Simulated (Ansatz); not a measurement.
# Transmission past a defect: Ir wire along [110], 4 atoms a period, divacancy of Ir and Ir, part 2 of 4

Wanted: the relaxed defect and the transmission past it, beside the channels of the perfect wire.

Ansatz 0.2.0; DFT PBE, plane waves, PAW; relaxation of a wire's period (the session's first sound run).

So far. Step 2 (Relaxing the period): The cell's length comes to 2.581 Å with no moment.

## (3) Bands of the perfect wire

This step: DFT PBE, plane waves, PAW; channels and complex bands of a perfect wire (Ansatz 0.2.0).

At the relaxed period the Bloch states of the perfect wire are found at each energy: those that move forward count the open channels, and those that decay describe how a disturbance dies away inside the wire itself. An energy step of 0.035 eV is under the 0.039 eV that the program asks for its thermal average at 300 K.

Input file input.yaml:

```yaml
crystal:
  lattice:
    - [10.67, 0.0, 0.0]
    - [0.0, 9.537, 0.0]
    - [0.0, 0.0, 2.5810678653]
  atoms:
    - { symbol: Ir, position: [0.322746706, 0.499973956, 0.0] }
    - { symbol: Ir, position: [0.677253294, 0.499973956, 0.0] }
    - { symbol: Ir, position: [0.5, 0.369503339, 0.5] }
    - { symbol: Ir, position: [0.5, 0.630444573, 0.5] }
kpoints:
  mp_grid: { grid: [1, 1, 31] }
scf:
  occupations: { method: fermi_dirac, width: 0.05 }
hamiltonian:
  xc: pbe
output:
  transmission:
    e_range: [-1.26, 1.26]
    de: 0.035
    kmesh: [1, 1]
    reduced_basis: true
    leads: [[0, 0]]
basis:
  ecutwfc: "350 eV"
```

The run is started by

```sh
> ansatz run input.yaml --threads 4 --pin off --max-ram 16384MiB --backend cpu --events-out ev --progress --plain --runs-dir out
```

Numbers of over 12 decimals in the logs are rounded to 6 here.

What it wrote:

```text
Warning: basis.ecutwfc = 350 eV is below the records' recommended 420 eV, and the density's cutoff is lower with it unless basis.ecutrho_ratio is high enough to keep the records' density cutoff: compare with a run at a higher cutoff
[...]
Crystal: 4 atoms, lattice volume = 262.649 Å³
Basis set: ecut = 350 eV, 3871 PW (Γ)
Bands: 41, of which v1, the nominal top of the filled ones, is band 34 counted from 1 (33 counted from 0)
Symmetry: 8 space group operations
[...]
k-points: 16 of 31
[...]
SCF iter   1: F=—  HF=-47733.674362 eV  |F-HF|=—  |Δ(HF+E_count)|=         —  Δρ=1.21e-2  dr2=1.27e0  ethr=1.77e-3  ⟨swp⟩=8.1  Hψ=2957  notcnv=0  defer=2
[...]
SCF iter   9: F=-47733.548847 eV  HF=-47733.548847 eV  |F-HF|=5.17e-9  |Δ(HF+E_count)|=   8.93e-9  Δρ=1.65e-6  dr2=1.02e-8  ethr=1.47e-10  ⟨swp⟩=6.6  Hψ=1592  notcnv=0
SCF 1 converged in 9 iterations: F = -47733.548847 eV  dr2 = 1.02e-8
[...]
transmission: 3 of 18 steps passed
transmission: 6 of 18 steps passed
[...]
transmission: 18 of 18 steps passed
SCF converged after 9 iterations
Free energy (F): -47733.548847 eV
[...]
Internal energy: -47733.503936 eV  (E = F + TS)
E sigma→0 (E₀):  -47733.526391 eV
Entropy (-TS):   -0.044911 eV (-11.228 meV/atom)
Fermi energy:    1.591691 eV
[...]
--- Band table (eV; the first three rows and the last of 16) ---
  k-point 0: bands = [... 30 lower, 0.4392, 0.8094, 0.8317, 1.0893, 1.1566, 2.2026, 2.3077, 2.3230, ... 3 higher]
  k-point 1: bands = [... 30 lower, 0.5036, 0.6499, 0.8710, 1.0837, 1.3148, 1.9926, 2.1735, 2.5478, ... 3 higher]
  k-point 2: bands = [... 30 lower, 0.3890, 0.6068, 0.9777, 1.0714, 1.5654, 1.6639, 2.0946, 2.1869, ... 3 higher]
  k-point 15: bands = [... 30 lower, 0.7486, 0.9761, 1.7654, 1.8336, 2.4910, 2.5942, 4.8025, 5.0280, ... 3 higher]
--- Transmission ---
  basis      : 745 plane waves across, 3 finite elements along
  points     : 1, standing for a mesh of 1 x 1
  filling    : by the input's occupations and mesh, since the crystals that have channels conduct as metals do. If one of these is a semiconductor, that mesh has misplaced its level
  energies   : 73 from -1.260000 to 1.260000 eV about the Fermi level, 0.035000 eV apart; the leads are filled to 0.000000 eV, and channels, transmission and decay are at 0.000000 eV
  crystal 0  : Ir4, at the sites [0, 0], period 2.5811 Å: whole cells are its period
    offset         : up to 0.0000 Å between an atom of the period and one for which it stands
    filled         : 10.8 meV over the level at which it is neutral
    channels       : 5.000000e0 a spin
    conductance    : 3.9475e14 S/m² at 300 K; may be off by some 0.0 % by where its bands' edges are placed, 1.4 % from the distance to neutral
```

Elapsed: 86 s, on 4 threads of Arm Neoverse V1, shared host; peak memory 1.2 GiB; 5.1 min of CPU time.

Numbers from this step:

```yaml
energy_at_zero_smearing: -47733.5264 eV
channels_at_the_energy_nearest_the_fermi_level_one_spin: 5
conductance_of_the_lead_as_this_run_defines_it: 5.184 G₀
band_gap: 0 eV
```

Open channels of the lead, one spin against energy, zero at the Fermi level:

| energy (eV) | open channels of the lead, one spin |
| --- | --- |
| -1.190 | 6 |
| -1.085 | 7 |
| -1.015 | 7 |
| -0.910 | 5 |
| -0.805 | 4 |
| -0.700 | 4 |
| -0.595 | 3 |
| -0.490 | 4 |
| -0.385 | 5 |
| -0.315 | 5 |
| -0.210 | 5 |
| -0.105 | 7 |
| 0.000 | 5 |
| 0.105 | 5 |
| 0.210 | 8 |
| 0.315 | 9 |
| 0.385 | 9 |
| 0.490 | 9 |
| 0.595 | 9 |
| 0.700 | 8 |
| 0.805 | 8 |
| 0.910 | 7 |
| 1.015 | 6 |
| 1.085 | 6 |
| 1.190 | 6 |

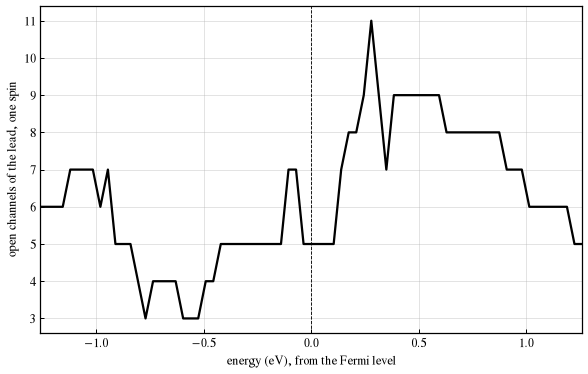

Open channels of the lead, one spin against energy.

The slowest values at each energy, most degenerate partners merged, listed up to 1.5 1/Å. The Im kz of the slowest decaying states by energy, zero at the Fermi level:

| energy (eV) | decay 1 (Å⁻¹) | decay 2 (Å⁻¹) | decay 3 (Å⁻¹) | decay 4 (Å⁻¹) |
| --- | --- | --- | --- | --- |
| -1.015 | 0.101 | 0.120 | 0.174 | 0.180 |
| -0.490 | 0.0311 | 0.166 | 0.181 | 0.211 |
| 0.000 | 0.0638 | 0.127 | 0.244 | 0.266 |
| 0.490 | 0.298 | 0.380 | 0.420 | 0.423 |
| 1.015 | 0.0118 | 0.126 | 0.256 | 0.317 |

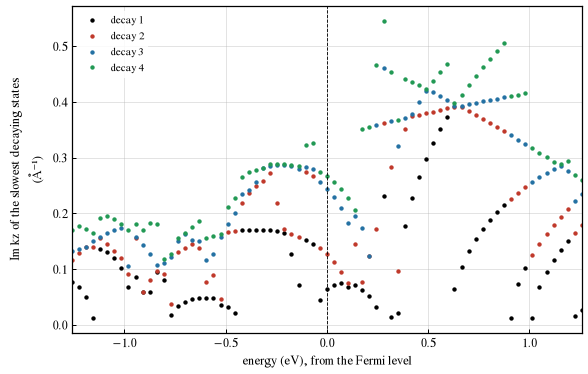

Im kz of the slowest decaying states against energy.

By hand: the program gives 3.9475 × 10^14 S/m² over the cell's cross-section of 101.76 Å² = 1.018 × 10^-18 m², so one cell conducts 4.017 × 10^-4 S. Divided by G0 = 2e²/h = 7.748 × 10^-5 S this is 5.18 G0, a resistance of 2.49 kΩ.

At the computed energy nearest the Fermi level there are 5 channels a spin, and the thermal average gives 5.18 G₀.

## (4) Relaxing the junction

This step: DFT PBE, plane waves, PAW; relaxation of a junction in a wire, ends held (Ansatz 0.2.0).

System of this step: Ir wire along [110], 4 atoms a period, divacancy of Ir and Ir. The cell holds 34 atoms: 34 Ir. Cell: a = 10.670 Å, b = 9.537 Å, c = 23.230 Å, α = 90.0°, β = 90.0°, γ = 90.0°. Regions: held atoms, 24 atoms (24 Ir); free atoms, 10 atoms (10 Ir). Vacuum lies along a and b. The structure's axis is c.

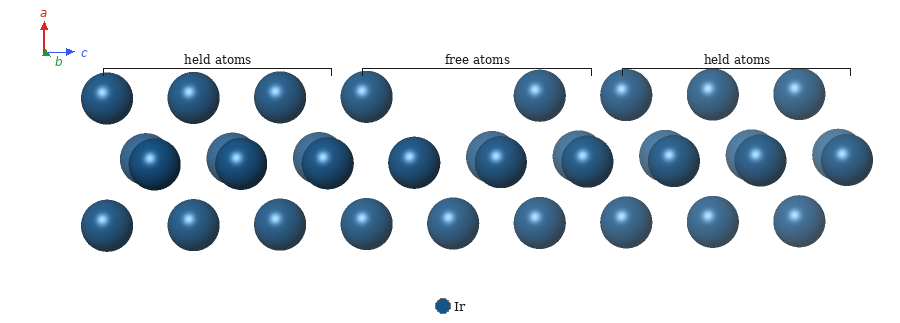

The cell of this step (iridium blue).

10 atoms at the defect are free to relax, while 24 stay where the perfect wire has them, so that the ends still repeat as a lead. The cutoff is set under the files' recommended one to save time.

Input file input.yaml:

```yaml
crystal:
  lattice:
    - [10.67, 0.0, 0.0]
    - [0.0, 9.537, 0.0]
    - [0.0, 0.0, 23.2296107881]
  atoms:
    - { symbol: Ir, position: [0.322746706, 0.499973956, 0.0] }
    - { symbol: Ir, position: [0.677253294, 0.499973956, 0.0] }
    - { symbol: Ir, position: [0.5, 0.369503339, 0.055555556] }
    - { symbol: Ir, position: [0.5, 0.630444573, 0.055555556] }
    - { symbol: Ir, position: [0.322746706, 0.499973956, 0.111111111] }
    - { symbol: Ir, position: [0.677253294, 0.499973956, 0.111111111] }
    - { symbol: Ir, position: [0.5, 0.369503339, 0.166666667] }
    - { symbol: Ir, position: [0.5, 0.630444573, 0.166666667] }
    - { symbol: Ir, position: [0.322746706, 0.499973956, 0.222222222] }
    - { symbol: Ir, position: [0.677253294, 0.499973956, 0.222222222] }
    - { symbol: Ir, position: [0.5, 0.369503339, 0.277777778] }
    - { symbol: Ir, position: [0.5, 0.630444573, 0.277777778] }
    - { symbol: Ir, position: [0.322746706, 0.499973956, 0.333333333] }
    - { symbol: Ir, position: [0.677253294, 0.499973956, 0.333333333] }
    - { symbol: Ir, position: [0.5, 0.630444573, 0.388888889] }
    - { symbol: Ir, position: [0.322746706, 0.499973956, 0.444444444] }
    - { symbol: Ir, position: [0.5, 0.369503339, 0.5] }
    - { symbol: Ir, position: [0.5, 0.630444573, 0.5] }
    - { symbol: Ir, position: [0.322746706, 0.499973956, 0.555555556] }
    - { symbol: Ir, position: [0.677253294, 0.499973956, 0.555555556] }
    - { symbol: Ir, position: [0.5, 0.369503339, 0.611111111] }
    - { symbol: Ir, position: [0.5, 0.630444573, 0.611111111] }
    - { symbol: Ir, position: [0.322746706, 0.499973956, 0.666666667] }
    - { symbol: Ir, position: [0.677253294, 0.499973956, 0.666666667] }
    - { symbol: Ir, position: [0.5, 0.369503339, 0.722222222] }
    - { symbol: Ir, position: [0.5, 0.630444573, 0.722222222] }
    - { symbol: Ir, position: [0.322746706, 0.499973956, 0.777777778] }
    - { symbol: Ir, position: [0.677253294, 0.499973956, 0.777777778] }
    - { symbol: Ir, position: [0.5, 0.369503339, 0.833333333] }
    - { symbol: Ir, position: [0.5, 0.630444573, 0.833333333] }
    - { symbol: Ir, position: [0.322746706, 0.499973956, 0.888888889] }
    - { symbol: Ir, position: [0.677253294, 0.499973956, 0.888888889] }
    - { symbol: Ir, position: [0.5, 0.369503339, 0.944444444] }
    - { symbol: Ir, position: [0.5, 0.630444573, 0.944444444] }
kpoints:
  mp_grid: { grid: [1, 1, 2] }
scf:
  occupations: { method: fermi_dirac, width: 0.1 }
hamiltonian:
  xc: pbe
relax:
  constraints:
    - { sites: [0, 1, 2, 3, 4, 5, 6, 7, 8, 9, 10, 11, 22, 23, 24, 25, 26, 27, 28, 29, 30, 31, 32, 33] }
  f_tol: 0.06
  max_steps: 35
basis:
  ecutwfc: "350 eV"
```

What it wrote:

```text
[...]
Crystal: 34 atoms, lattice volume = 2363.840 Å³
Basis set: ecut = 350 eV, 35179 PW (Γ), exchange–correlation on 144×120×288 points (8 copies of the dense FFT grid, shifted against one another)
Bands: 347, of which v1, the nominal top of the filled ones, is band 289 counted from 1 (288 counted from 0)
Symmetry: 1 space group operations
[...]
k-points: 2
[...]
SCF iter   1: F=—  HF=-405732.867830 eV  |F-HF|=—  |Δ(HF+E_count)|=         —  Δρ=1.50e-2  dr2=3.21e1  ethr=1.77e-3  ⟨swp⟩=8.0  Hψ=2875  notcnv=0  defer=6
[...]
SCF iter   7: F=-405731.611021 eV  HF=-405731.611067 eV  |F-HF|=4.60e-5  |Δ(HF+E_count)|=   1.33e-5  Δρ=4.15e-5  dr2=8.44e-5  ethr=1.56e-8  ⟨swp⟩=3.0  Hψ=2664  notcnv=0
SCF 1 converged in 7 iterations: F = -405731.611021 eV  dr2 = 8.44e-5
[...]
relax step   1: F+E_penalty+E_count = -405731.61102066 eV  Δ(F+E_penalty+E_count) = +0.000e0 eV  max|allowed force component| = 1.696e0 eV/Å  Δτ_max = 0.0000 Å  (7 SCF iters, dr2 threshold 9.00e-5 eV, accepted)
[...]
SCF iter   7: F=-405731.881059 eV  HF=-405731.881056 eV  |F-HF|=2.63e-6  |Δ(HF+E_count)|=   6.50e-6  Δρ=2.30e-5  dr2=1.70e-5  ethr=1.73e-8  ⟨swp⟩=3.0  Hψ=2462  notcnv=0
SCF 2 converged in 7 iterations: F = -405731.881059 eV  dr2 = 1.70e-5
[...]
relax step   2: F+E_penalty+E_count = -405731.88105882 eV  Δ(F+E_penalty+E_count) = -2.700e-1 eV  max|allowed force component| = 1.801e0 eV/Å  Δτ_max = 0.1942 Å  (7 SCF iters, dr2 threshold 1.00e-4 eV, accepted)
[...]
SCF iter   1: F=—  HF=-405732.203273 eV  |F-HF|=—  |Δ(HF+E_count)|=         —  Δρ=5.12e-3  dr2=1.73e0  ethr=2.58e-4  ⟨swp⟩=1.0  Hψ=2166  notcnv=0  defer=9
eigensolver tolerance schedule calibrated: the retry pair's looser diagonalisation under-reported the residual by θ = 0.14 (0.13/decade); ethr = c·dr2/N_el runs at the constant in force after the calibration composes with the one it found (an armed cap, an earlier calibration), c = 5.8e-2
[...]
SCF iter   2: F=—  HF=-405732.132132 eV  |F-HF|=—  |Δ(HF+E_count)|=   7.11e-2  Δρ=1.69e-3  dr2=9.16e-2  ethr=1.74e-4  ⟨swp⟩=2.0  Hψ=1094  notcnv=0  defer=9
[...]
SCF iter   7: F=-405732.124838 eV  HF=-405732.124839 eV  |F-HF|=1.09e-6  |Δ(HF+E_count)|=   4.00e-6  Δρ=1.40e-5  dr2=6.17e-6  ethr=5.86e-9  ⟨swp⟩=4.0  Hψ=1894  notcnv=0
SCF 3 converged in 7 iterations: F = -405732.124838 eV  dr2 = 6.17e-6
relax step   3: F+E_penalty+E_count = -405732.12483751 eV  Δ(F+E_penalty+E_count) = -2.438e-1 eV  max|allowed force component| = 2.584e-1 eV/Å  Δτ_max = 0.1012 Å  (7 SCF iters, dr2 threshold 1.00e-4 eV, accepted)
[...]
relax step   4: F+E_penalty+E_count = -405732.17565394 eV  Δ(F+E_penalty+E_count) = -5.082e-2 eV  max|allowed force component| = 2.402e-1 eV/Å  Δτ_max = 0.2000 Å  (8 SCF iters, dr2 threshold 4.17e-6 eV, accepted)
[...]
relax step   5: F+E_penalty+E_count = -405732.19180624 eV  Δ(F+E_penalty+E_count) = -1.615e-2 eV  max|allowed force component| = 2.375e-1 eV/Å  Δτ_max = 0.1945 Å  (8 SCF iters, dr2 threshold 3.60e-6 eV, accepted)
[...]
relax step   6: F+E_penalty+E_count = -405732.15108603 eV  Δ(F+E_penalty+E_count) = +4.072e-2 eV  max|allowed force component| = 6.281e-1 eV/Å  Δτ_max = 0.0885 Å  (6 SCF iters, dr2 threshold 4.87e-5 eV, rejected (line search))
[...]
relax step   7: F+E_penalty+E_count = -405732.19823975 eV  Δ(F+E_penalty+E_count) = -6.434e-3 eV  max|allowed force component| = 1.173e-1 eV/Å  Δτ_max = 0.0443 Å  (9 SCF iters, accepted)
[...]
relax step   8: F+E_penalty+E_count = -405732.19261343 eV  Δ(F+E_penalty+E_count) = +5.626e-3 eV  max|allowed force component| = 1.517e-1 eV/Å  Δτ_max = 0.1000 Å  (8 SCF iters, rejected (line search))
SCF iter   1: F=—  HF=-405732.206579 eV  |F-HF|=—  |Δ(HF+E_count)|=         —  Δρ=1.93e-3  dr2=1.11e-1  ethr=1.91e-4  ⟨swp⟩=3.0  Hψ=1249  notcnv=0  defer=10
[...]
SCF iter   8: F=-405732.200803 eV  HF=-405732.200803 eV  |F-HF|=6.17e-9  |Δ(HF+E_count)|=   3.70e-8  Δρ=1.01e-6  dr2=3.41e-8  ethr=1.73e-11  ⟨swp⟩=3.0  Hψ=2560  notcnv=0
SCF 9 converged in 8 iterations: F = -405732.200803 eV  dr2 = 3.41e-8
relax step   9: F+E_penalty+E_count = -405732.20080322 eV  Δ(F+E_penalty+E_count) = -2.563e-3 eV  max|allowed force component| = 1.803e-2 eV/Å  Δτ_max = 0.0372 Å  (8 SCF iters, accepted)
SCF converged after 8 iterations
Free energy (F): -405732.200803 eV
[...]
Internal energy: -405730.362403 eV  (E = F + TS)
E sigma→0 (E₀):  -405731.281603 eV
Entropy (-TS):   -1.838401 eV (-54.071 meV/atom)
Fermi energy:    1.246125 eV
[...]
--- Forces (eV/Å), atoms counted from 1 ---
  atom   1  Ir     0.02805950    -0.01643546     0.11807032
  atom   2  Ir     0.02246983     0.01643659    -0.15529159
  atom   3  Ir    -0.02515620    -0.16193298     0.20415614
  atom   4  Ir     0.03424542     0.22647327     0.14802551
  atom   5  Ir     0.00195098    -0.03479184    -0.12590397
  atom   6  Ir    -0.16906731    -0.06487895     0.03249145
  atom   7  Ir     0.09617944    -0.19670946     0.21432241
  atom   8  Ir    -0.10292920     0.33678927    -0.03556460
  atom   9  Ir     0.03647551     0.05984892    -0.20950759
  atom  10  Ir    -0.02598472    -0.01316160     0.00537891
  atom  11  Ir     0.08752418    -0.03106140    -0.04759472
  atom  12  Ir    -0.10662015    -0.02984785    -0.08452616
  atom  13  Ir    -0.00842387     0.00445700     0.00485997
  atom  14  Ir     0.00428837    -0.00513988    -0.01795829
  atom  15  Ir    -0.01803100    -0.00125774     0.00000172
  atom  16  Ir     0.00628419     0.00249064    -0.01406258
  atom  17  Ir    -0.01208192     0.00631374     0.01061874
  atom  18  Ir     0.00306705    -0.00307113    -0.00251763
  atom  19  Ir     0.01015303    -0.00462583    -0.00234257
  atom  20  Ir    -0.00258693     0.00346269     0.01111327
  atom  21  Ir     0.00820916     0.00196313     0.00133661
  atom  22  Ir    -0.00397881    -0.01235811     0.00046756
  atom  23  Ir     0.09091836     0.04789242    -0.17053803
  atom  24  Ir     0.19575720    -0.11553758     0.24879477
  atom  25  Ir    -0.03871950    -0.22605559     0.24966588
  atom  26  Ir    -0.03046773     0.26628258    -0.18668528
  atom  27  Ir     0.03104034    -0.00643576    -0.05890841
  atom  28  Ir    -0.13226079    -0.04232722    -0.09014036
  atom  29  Ir    -0.01448554    -0.20725114     0.09456939
  atom  30  Ir    -0.05418642     0.17243924    -0.15341818
  atom  31  Ir     0.05572352    -0.00098339    -0.00050448
  atom  32  Ir     0.04505955     0.04317646     0.16458006
  atom  33  Ir    -0.02648621    -0.15979857    -0.13326923
  atom  34  Ir     0.01408005     0.14567064    -0.01970430
  max |Σ_I F_I| component: 3.51e-5 eV/Å
--- Relaxed structure (9 steps of the walk, 7 accepted, 0 SCFs on fresh bases) ---
  F+E_penalty+E_count = -405732.20080322 eV   max|allowed force component| = 1.803e-2 eV/Å
  atoms:
    - { symbol: Ir, position: [0.322747, 0.499974, 0.0] }
    - { symbol: Ir, position: [0.677253, 0.499974, 0.0] }
    - { symbol: Ir, position: [0.500000, 0.369503, 0.055556] }
    - { symbol: Ir, position: [0.500000, 0.630445, 0.055556] }
    - { symbol: Ir, position: [0.322747, 0.499974, 0.111111111] }
    - { symbol: Ir, position: [0.677253, 0.499974, 0.111111111] }
    - { symbol: Ir, position: [0.500000, 0.369503, 0.166667] }
    - { symbol: Ir, position: [0.500000, 0.630445, 0.166667] }
    - { symbol: Ir, position: [0.322747, 0.499974, 0.222222222] }
    - { symbol: Ir, position: [0.677253, 0.499974, 0.222222222] }
    - { symbol: Ir, position: [0.500000, 0.369503, 0.277777778] }
    - { symbol: Ir, position: [0.500000, 0.630445, 0.277777778] }
    - { symbol: Ir, position: [0.331638, 0.482785, 0.335141] }
    - { symbol: Ir, position: [0.667902, 0.498288, 0.333151] }
    - { symbol: Ir, position: [0.502551, 0.602457, 0.391843] }
    - { symbol: Ir, position: [0.343195, 0.450232, 0.439922] }
    - { symbol: Ir, position: [0.496575, 0.338234, 0.505292] }
    - { symbol: Ir, position: [0.514633, 0.597352, 0.496315] }
    - { symbol: Ir, position: [0.329036, 0.488265, 0.555639] }
    - { symbol: Ir, position: [0.676970, 0.477924, 0.558731] }
    - { symbol: Ir, position: [0.500271, 0.358711, 0.613333] }
    - { symbol: Ir, position: [0.502487, 0.622752, 0.608468] }
    - { symbol: Ir, position: [0.322747, 0.499974, 0.666667] }
    - { symbol: Ir, position: [0.677253, 0.499974, 0.666667] }
    - { symbol: Ir, position: [0.500000, 0.369503, 0.722222] }
    - { symbol: Ir, position: [0.500000, 0.630445, 0.722222] }
    - { symbol: Ir, position: [0.322747, 0.499974, 0.777778] }
    - { symbol: Ir, position: [0.677253, 0.499974, 0.777778] }
    - { symbol: Ir, position: [0.500000, 0.369503, 0.833333] }
    - { symbol: Ir, position: [0.500000, 0.630445, 0.833333] }
    - { symbol: Ir, position: [0.322747, 0.499974, 0.888888889] }
    - { symbol: Ir, position: [0.677253, 0.499974, 0.888888889] }
    - { symbol: Ir, position: [0.500000, 0.369503, 0.944444] }
    - { symbol: Ir, position: [0.500000, 0.630445, 0.944444] }
```

Elapsed: 4 min, on 4 threads; peak memory 4.8 GiB.

(Continued in part 3 of 4.)

[Logs are printed without paths, hosts, clocks, repeated set-up lines and the standing remarks that a program may print on its own settings, such as how far it seeks lower states.]

[Hosts, paths, dates, database ids (printed as entryN), source tags and the programs' standing remarks are cut or masked in the printed files.]
